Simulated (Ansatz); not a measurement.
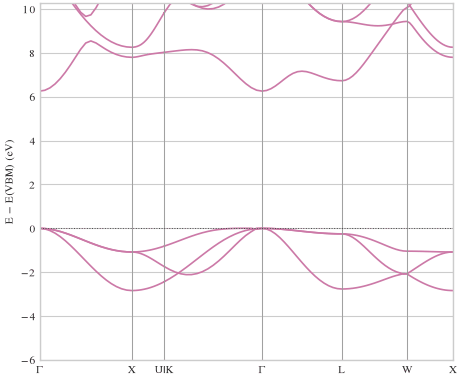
Figure: Band structure from plane-wave PAW PBE (Ansatz code)

Read off the gap and where the band edges lie.

About 6.3 eV (6.26 eV by a search for the band edges); maximum on the K–Γ line, 81 % of the way from K, minimum at Γ.

The material is LiCl (rock salt, Fm-3m).

Symmetry was held in the PBE relaxation; phonons on a q-mesh show no instability.

Potentials: the later of the program's two PAW sets.
